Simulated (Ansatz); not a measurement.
# How fast states decay through Cs2LuTlF6, part 2 of 3

Aim: relax a made-up compound, Cs2LuTlF6, and see how good a tunnel barrier it would be. It is built by putting Lu for Y in the Cs2YTlF6 structure of space group Fm-3m, with the volume rescaled by atomic radii. The parent structure comes from the Materials Project.

Ansatz 0.2.0; r2SCAN DFT, plane waves, PAW files (the session's first sound run).

So far. Step 2 (Relaxing the new crystal): The largest force component on a free atom ends at 0.0096 eV/Å.

The structure was built from a prototype and need not be the compound's stable phase.

### 3. The bulk crystal and its band edges

The energy window and the wavevectors of the next steps follow from the band edges, so these are searched first, off the mesh as well.

input.yaml

```yaml
crystal:
  lattice:
    - [0.0, 4.7847602, 4.7847602]
    - [4.7847602, 0.0, 4.7847602]
    - [4.7847602, 4.7847602, 0.0]
  atoms:
    - { symbol: Cs, position: [0.75, 0.75, 0.75] }
    - { symbol: Cs, position: [0.25, 0.25, 0.25] }
    - { symbol: Lu, position: [0.0, 0.0, 0.0] }
    - { symbol: Tl, position: [0.5, 0.5, 0.5] }
    - { symbol: F, position: [0.7778821055, 0.2221178945, 0.2221178945] }
    - { symbol: F, position: [0.2221178945, 0.2221178945, 0.7778821055] }
    - { symbol: F, position: [0.2221178945, 0.7778821055, 0.7778821055] }
    - { symbol: F, position: [0.2221178945, 0.7778821055, 0.2221178945] }
    - { symbol: F, position: [0.7778821055, 0.2221178945, 0.7778821055] }
    - { symbol: F, position: [0.7778821055, 0.7778821055, 0.2221178945] }
kpoints:
  mp_grid: { grid: [4, 4, 4] }
  band_path: { path: [VBM, CBM], npoints: 30 }
scf:
  occupations: { method: fixed }
hamiltonian:
  xc: r2scan
output:
  eigenvalues: true
  write_potential: true
  write_density: true
  volumetric_format: npy
  elf: true
```

The run is started by

```bash
$ ansatz run input.yaml --threads 2 --pin off --max-ram 4096MiB --backend cpu --events-out ev --progress --plain --runs-dir out
```

Numbers of over 12 decimals in the logs are rounded to 6 here.

What it wrote:

```text
[...]
Crystal: 10 atoms, lattice volume = 219.084 Å³
Basis set: ecut = 500 eV, 5601 PW (Γ), exchange–correlation on 200×200×200 points (64 copies of the dense FFT grid, shifted against one another)
Bands: 59, of which v1, the nominal top of the filled ones, is band 49 counted from 1 (48 counted from 0)
Symmetry: 48 space group operations
[...]
k-points: 8 of 64
[...]
SCF iter   1: F=—  HF=-42448.501123 eV  |F-HF|=—  |Δ(HF+E_count)|=         —  Δρ=7.88e-3  dr2=1.29e-1  dr2_τ=1.96e-1  ethr=1.77e-3  ⟨swp⟩=5.0  Hψ=1597  notcnv=0  defer=51
[...]
SCF iter   8: F=-42448.615853 eV  HF=-42448.615853 eV  |F-HF|=3.43e-8  |Δ(HF+E_count)|=   2.85e-7  Δρ=3.33e-6  dr2=2.97e-8  dr2_τ=2.10e-9  ethr=1.02e-10  ⟨swp⟩=14.4  Hψ=2389  notcnv=0
SCF 1 converged in 8 iterations: F = -42448.615853 eV  dr2 = 2.97e-8
[...]
NSCF: frozen V_eff on 16 k-points
[...]
SCF converged after 8 iterations
Free energy (F): -42448.615853 eV
[...]
Internal energy: -42448.615853 eV  (E = F + TS)
E sigma→0 (E₀):  -42448.615853 eV
Fermi energy:    4.168804 eV
[...]
--- Band table (eV; the first three rows and the last of 8) ---
  k-point 0: bands = [... 45 lower, 3.0908, 3.0908, 3.0908, 3.3430, 9.8588, 9.8588, 9.8588, 10.3051, ... 6 higher]
  k-point 1: bands = [... 45 lower, 2.8610, 3.1092, 3.1092, 3.8596, 9.5595, 9.9485, 9.9485, 11.0117, ... 6 higher]
  k-point 2: bands = [... 45 lower, 2.8645, 3.1285, 3.1285, 4.1688, 9.6777, 10.0449, 10.0449, 11.9091, ... 6 higher]
  k-point 7: bands = [... 45 lower, 2.9203, 3.0470, 3.0470, 3.8093, 10.1326, 10.1326, 10.4264, 11.5775, ... 6 higher]
```

Elapsed: 26 s, on 2 threads of Intel Xeon Platinum 8488C (Sapphire Rapids), shared host; peak memory 1.1 GiB; 50 s of CPU time.

In the SCF lines HF is the Harris–Foulkes energy and dr2 the Hartree energy of the density residual, in eV; the loop may stop once dr2 is under the threshold and the program's other checks hold. Hψ counts applications of the Hamiltonian.

This step gave:

```
Fermi energy        : 4.169 eV
gap on the k-mesh   : 5.221 eV
gap on path         : 5.221 eV, by band count; negative where bands overlap
direct gap on path  : 5.509 eV
edge places on path : 0, 0.4643 1/A along the path
```

Electronic bands along the path, in eV, zero at the Fermi level (highest filled level under fixed occupations); v1 is the highest filled band, c1 the lowest empty one:

| point | v4 | v3 | v2 | v1 | c1 | c2 | c3 | c4 |
| --- | --- | --- | --- | --- | --- | --- | --- | --- |
| VBM | -1.30 | -1.04 | -1.04 | 0.00 | 5.51 | 5.88 | 5.88 | 7.74 |
| CBM | -1.28 | -1.09 | -1.09 | -0.39 | 5.22 | 6.00 | 6.00 | 6.70 |

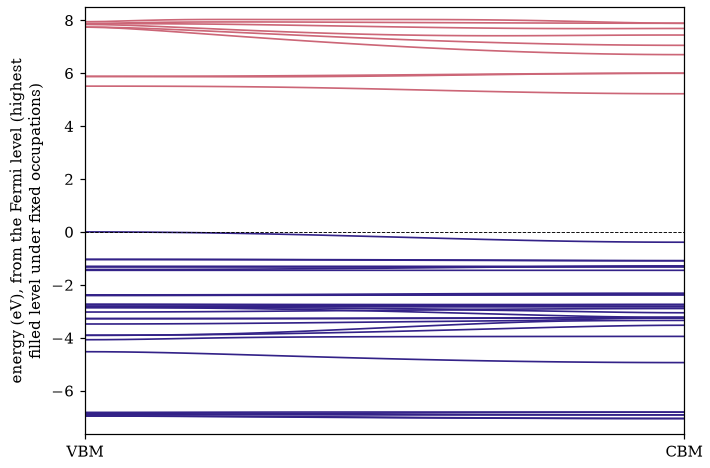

Electronic bands along the path; lines of filled and empty bands in two colours.

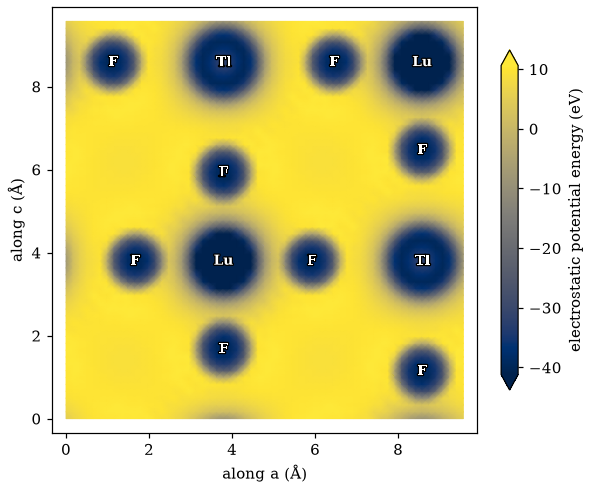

Electrostatic potential energy in the ac plane of the conventional cell at fractional y = 0.000, with atoms of Lu and Tl and F within 0.2 Å of it. With pseudopotentials it is smooth inside the atoms' cores, unlike the true potential. The map starts off the cell's origin, so that atoms lie inside it.

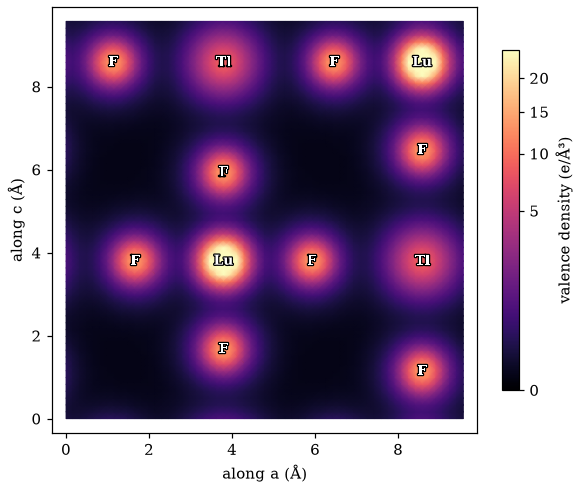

Valence density in the ac plane of the conventional cell at fractional y = 0.000, with atoms of Lu and Tl and F within 0.2 Å of it. It is the smooth field of the valence electrons, not physical close to the nuclei. The map starts off the cell's origin, so that atoms lie inside it. The colour scale is stretched toward low values.

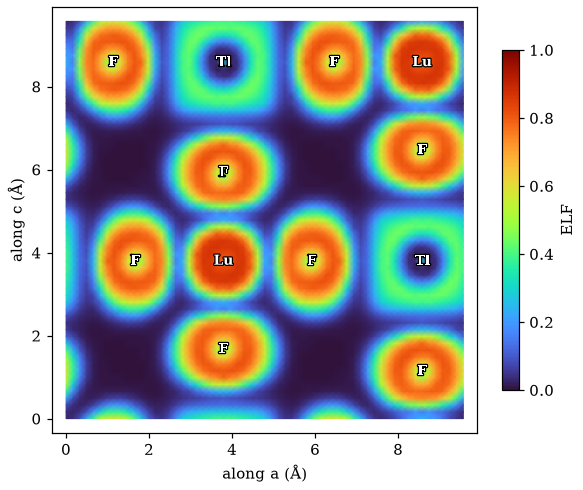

ELF in the ac plane of the conventional cell at fractional y = 0.000, with atoms of Lu and Tl and F within 0.2 Å of it. It is the smooth field of the valence electrons, not physical close to the nuclei. The map starts off the cell's origin, so that atoms lie inside it.

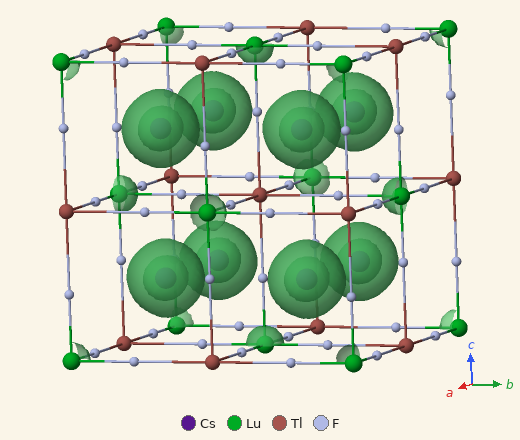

Surface of ELF = 0.82.

The searched edges give 5.22 eV, as on the mesh.

### 4. Decaying states in the gap

This step: r2SCAN DFT, plane waves, PAW files; complex bands by layer matching along the plane's normal (Ansatz 0.2.0).

The same crystal is laid in a cell whose first two vectors span the (111) plane (indices of the standard conventional cell, whose axes can be ordered otherwise than in the bulk input). At fixed energy and wavevector in the plane the solver finds all kz, real and complex. A few wavevectors are listed, (0, 0) and (-0.2448, -0.2448) in units of the plane's reciprocal vectors; the slowest state needn't be among them.

input.yaml

```yaml
crystal:
  lattice:
    - [6.766672768, 0.0, 0.0]
    - [3.383336384, 5.860110516, 0.0]
    - [3.383336384, 1.953370172, 5.524965179]
  atoms:
    - { symbol: Cs, position: [0.25, 0.25, 0.25] }
    - { symbol: Cs, position: [0.75, 0.75, 0.75] }
    - { symbol: Lu, position: [0.0, 0.0, 0.0] }
    - { symbol: Tl, position: [0.5, 0.5, 0.5] }
    - { symbol: F, position: [0.7778821055, 0.7778821055, 0.2221178945] }
    - { symbol: F, position: [0.7778821055, 0.2221178945, 0.2221178945] }
    - { symbol: F, position: [0.2221178945, 0.2221178945, 0.7778821055] }
    - { symbol: F, position: [0.2221178945, 0.7778821055, 0.2221178945] }
    - { symbol: F, position: [0.7778821055, 0.2221178945, 0.7778821055] }
    - { symbol: F, position: [0.2221178945, 0.7778821055, 0.7778821055] }
kpoints:
  mp_grid: { grid: [4, 4, 4] }
scf:
  occupations: { method: fixed }
hamiltonian:
  xc: r2scan
output:
  eigenvalues: true
  transmission:
    leads: [[0, 0]]
    kpoints: [[0.0, 0.0], [-0.2448, -0.2448]]
    e_range: [-1.0, 6.22]
    de: 0.18
```

What it wrote:

```text
[...]
Crystal: 10 atoms, lattice volume = 219.084 Å³
Basis set: ecut = 500 eV, 5601 PW (Γ), exchange–correlation on 200×200×200 points (64 copies of the dense FFT grid, shifted against one another)
Bands: 59, of which v1, the nominal top of the filled ones, is band 49 counted from 1 (48 counted from 0)
Symmetry: 48 space group operations
[...]
k-points: 8 of 64
[...]
SCF iter   1: F=—  HF=-42448.501132 eV  |F-HF|=—  |Δ(HF+E_count)|=         —  Δρ=7.87e-3  dr2=1.29e-1  dr2_τ=1.96e-1  ethr=1.77e-3  ⟨swp⟩=5.0  Hψ=1597  notcnv=0  defer=52
[...]
SCF iter   8: F=-42448.615853 eV  HF=-42448.615853 eV  |F-HF|=3.40e-8  |Δ(HF+E_count)|=   2.85e-7  Δρ=3.32e-6  dr2=2.95e-8  dr2_τ=2.10e-9  ethr=1.02e-10  ⟨swp⟩=14.5  Hψ=2394  notcnv=0
SCF 1 converged in 8 iterations: F = -42448.615853 eV  dr2 = 2.95e-8
[...]
transmission: 9 of 18 steps passed
transmission: 18 of 18 steps passed
SCF converged after 8 iterations
Free energy (F): -42448.615853 eV
[...]
Internal energy: -42448.615853 eV  (E = F + TS)
E sigma→0 (E₀):  -42448.615853 eV
Fermi energy:    4.168805 eV
[...]
--- Band table (eV; the first three rows and the last of 8) ---
  k-point 0: bands = [... 45 lower, 3.0908, 3.0908, 3.0908, 3.3430, 9.8588, 9.8588, 9.8588, 10.3051, ... 6 higher]
  k-point 1: bands = [... 45 lower, 2.8610, 3.1092, 3.1092, 3.8596, 9.5595, 9.9485, 9.9485, 11.0117, ... 6 higher]
  k-point 2: bands = [... 45 lower, 2.8645, 3.1285, 3.1285, 4.1688, 9.6777, 10.0449, 10.0449, 11.9091, ... 6 higher]
  k-point 7: bands = [... 45 lower, 2.9203, 3.0470, 3.0470, 3.8093, 10.1326, 10.1326, 10.4264, 11.5775, ... 6 higher]
--- Transmission ---
  basis      : 421 plane waves across, 9 finite elements along
  points     : 2, as listed
  energies   : 41 from -1.000000 to 6.200000 eV about the Fermi level, 0.180000 eV apart; the leads are filled to 2.610570 eV, and channels, transmission and decay are at 2.600000 eV
  crystal 0  : Cs2F6Lu1Tl1, at the sites [0, 0], period 5.5250 Å: whole cells are its period
    offset         : up to 0.0000 Å between an atom of the period and one for which it stands
    channels       : 0.000000e0 a spin
    conductance    : none, the energies end too early or step too widely for 300 K: set another output.transmission.e_range or a lower de, or, where they end at an eighth of basis.ecutwfc, a higher one
    slowest decay  : 0.5109 /Å at (-0.2448, -0.2448)
```

The job ended after 1.7 min (2 threads; peak memory 2.6 GiB).

Numbers from this step:

* level to which the leads are filled: 2.611 eV from the Fermi level
* decay constant at the filling level, zone centre: 0.5976 Å⁻¹
* decay constant at the filling level, slowest listed point: 0.5109 Å⁻¹

K parallel (0, 0); values up to 1.5 1/Å, a degenerate pair printed once or twice; energies at which all values exceed this have no row. Table of Im kz of the slowest decaying states by energy, zero at the highest filled level on the SCF mesh:

| energy (eV) | decay 1 (Å⁻¹) | decay 2 (Å⁻¹) | decay 3 (Å⁻¹) | decay 4 (Å⁻¹) |
| --- | --- | --- | --- | --- |
| -1.00 | 0.0597 | 0.317 | 0.613 | 0.697 |
| 0.08 | 0.138 | 0.665 | 0.729 | 0.757 |
| 0.98 | 0.445 | 0.680 | 0.734 | 0.77 |
| 2.06 | 0.648 | 0.656 | 0.722 | 0.736 |
| 2.96 | 0.558 | 0.688 | 0.840 | 0.864 |
| 4.04 | 0.432 | 0.606 | 0.811 | 0.847 |
| 4.94 | 0.276 | 0.489 | 0.700 | 0.799 |
| 6.02 | 0.0546 | 0.249 | 0.251 | 0.280 |

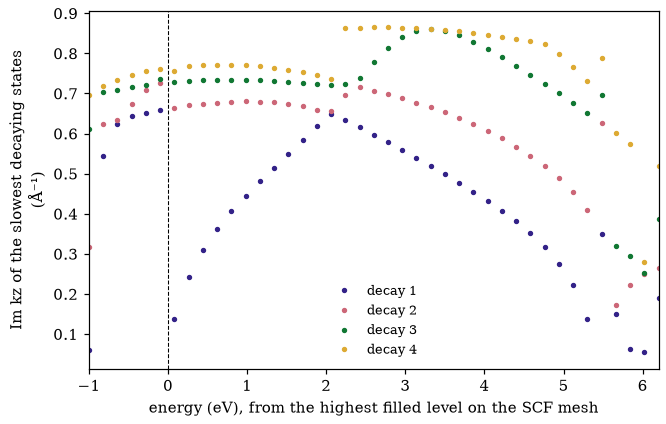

Im kz of the slowest decaying states, plotted against energy.

K parallel (-0.2448, -0.2448); values up to 1.5 1/Å, a degenerate pair printed once or twice; energies at which all values exceed this have no row. The Im kz of the slowest decaying states by energy, zero at the highest filled level on the SCF mesh:

| energy (eV) | decay 1 (Å⁻¹) | decay 2 (Å⁻¹) | decay 3 (Å⁻¹) | decay 4 (Å⁻¹) |
| --- | --- | --- | --- | --- |
| -1.000 | 0.197 | 0.249 | 0.285 | 0.634 |
| -0.460 | 0.198 | 0.354 | 0.652 | 0.676 |
| 0.080 | 0.306 | 0.491 | 0.701 | 0.733 |
| 0.440 | 0.428 | 0.524 | 0.714 | 0.746 |
| 0.980 | 0.522 | 0.545 | 0.732 | 0.758 |
| 1.520 | 0.546 | 0.562 | 0.755 | 0.758 |
| 2.060 | 0.534 | 0.552 | 0.732 | 0.750 |
| 2.420 | 0.520 | 0.535 | 0.713 | 0.743 |
| 2.960 | 0.490 | 0.504 | 0.678 | 0.719 |
| 3.500 | 0.448 | 0.462 | 0.635 | 0.687 |
| 4.040 | 0.391 | 0.409 | 0.580 | 0.646 |
| 4.580 | 0.308 | 0.336 | 0.508 | 0.595 |
| 4.940 | 0.217 | 0.265 | 0.443 | 0.550 |
| 5.480 | 0.0982 | 0.289 | 0.452 | 0.543 |
| 6.020 | 0.0719 | 0.297 | 0.406 | 0.493 |

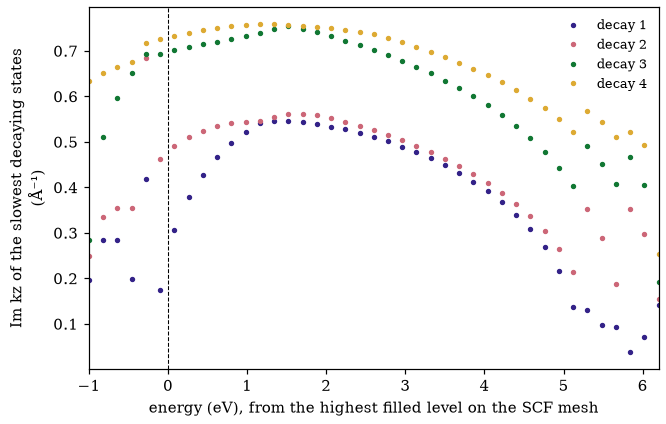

Im kz of the slowest decaying states, plotted against energy.

At the listed wavevectors the last open channel is at -0.10 eV and the next at +5.30 eV on the grid. At +2.60 eV, the grid energy nearest the filling level (the middle of the gap on the SCF mesh), the slowest state at the listed wavevectors decays with κ = 0.511 Å⁻¹, its amplitude falling by e over 2.0 Å. Through 1 nm of this crystal that state's transmission falls by exp(−2 × 0.511 Å⁻¹ × 10 Å) = 3.7e-5.

### 5. Decay over the two-dimensional zone

The listed points could miss the slowest state, so one energy near mid-gap is solved on a mesh of 6×6.

input.yaml, as its differences from that of step 4:

```diff
@@ -24,6 +24,2 @@
   eigenvalues: true
-  transmission:
-    leads: [[0, 0]]
-    kpoints: [[0.0, 0.0], [-0.2448, -0.2448]]
-    e_range: [-1.0, 6.22]
-    de: 0.18
+  transmission: { leads: [[0, 0]], kmesh: [6, 6], e_range: [2.61, 2.62], de: 0.05 }
```

What it wrote:

```text
[...]
Crystal: 10 atoms, lattice volume = 219.084 Å³
Basis set: ecut = 500 eV, 5601 PW (Γ), exchange–correlation on 200×200×200 points (64 copies of the dense FFT grid, shifted against one another)
Bands: 59, of which v1, the nominal top of the filled ones, is band 49 counted from 1 (48 counted from 0)
Symmetry: 48 space group operations
[...]
k-points: 8 of 64
[...]
SCF iter   1: F=—  HF=-42448.501132 eV  |F-HF|=—  |Δ(HF+E_count)|=         —  Δρ=7.87e-3  dr2=1.29e-1  dr2_τ=1.96e-1  ethr=1.77e-3  ⟨swp⟩=5.0  Hψ=1597  notcnv=0  defer=52
[...]
SCF iter   8: F=-42448.615853 eV  HF=-42448.615853 eV  |F-HF|=3.40e-8  |Δ(HF+E_count)|=   2.85e-7  Δρ=3.32e-6  dr2=2.95e-8  dr2_τ=2.10e-9  ethr=1.02e-10  ⟨swp⟩=14.5  Hψ=2394  notcnv=0
SCF 1 converged in 8 iterations: F = -42448.615853 eV  dr2 = 2.95e-8
[...]
transmission: 27 of 63 steps passed
transmission: 54 of 63 steps passed
transmission: 63 of 63 steps passed
SCF converged after 8 iterations
Free energy (F): -42448.615853 eV
[...]
Internal energy: -42448.615853 eV  (E = F + TS)
E sigma→0 (E₀):  -42448.615853 eV
Fermi energy:    4.168805 eV
[...]
--- Band table (eV; the first three rows and the last of 8) ---
  k-point 0: bands = [... 45 lower, 3.0908, 3.0908, 3.0908, 3.3430, 9.8588, 9.8588, 9.8588, 10.3051, ... 6 higher]
  k-point 1: bands = [... 45 lower, 2.8610, 3.1092, 3.1092, 3.8596, 9.5595, 9.9485, 9.9485, 11.0117, ... 6 higher]
  k-point 2: bands = [... 45 lower, 2.8645, 3.1285, 3.1285, 4.1688, 9.6777, 10.0449, 10.0449, 11.9091, ... 6 higher]
  k-point 7: bands = [... 45 lower, 2.9203, 3.0470, 3.0470, 3.8093, 10.1326, 10.1326, 10.4264, 11.5775, ... 6 higher]
--- Transmission ---
  basis      : 421 plane waves across, 9 finite elements along
  points     : 7, standing for a mesh of 6 x 6
  energies   : 1 from 2.610000 to 2.610000 eV about the Fermi level; the leads are filled to 2.610570 eV, and channels, transmission and decay are at 2.610000 eV
[...]
channels       : 0.000000e0 a spin
    conductance    : none, crystal 0 has no channel at the energies, or these end too early or step too widely for 300 K: set another output.transmission.e_range or a lower de, or, where they end at an eighth of basis.ecutwfc, a higher one
    slowest decay  : 0.4989 /Å at (0.5000, 0.0000)
```

It took 43 s on 2 threads; peak memory 2.4 GiB; 82 s of CPU time.

This step gave:

| Item | Value |
| --- | --- |
| least decay constant on the mesh | 0.4989 Å⁻¹ |

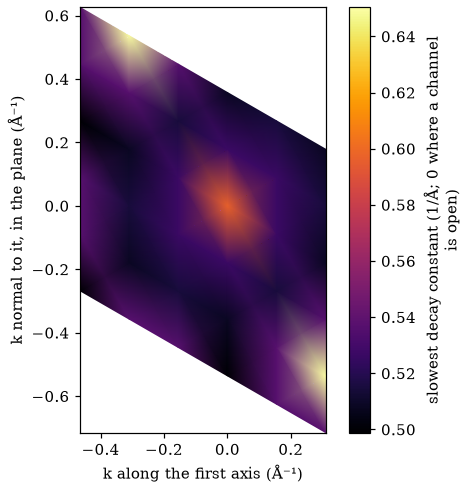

Slowest decay constant (1/Å; 0 where a channel is open) over k1 and k2. At 2.6100 eV from the Fermi level.

The least value on the mesh is 0.499 Å⁻¹ at +2.61 eV. At that energy the listed points give about 0.510 Å⁻¹ by interpolation, so the mesh holds no clearly slower state.

(Continued in part 3 of 3.)

[Logs are printed without paths, hosts, clocks, repeated set-up lines and the standing remarks that a program may print on its own settings, such as how far it seeks lower states.]

[Hosts, paths, dates, database ids (printed as entryN), source tags and the programs' standing remarks are cut or masked in the printed files.]
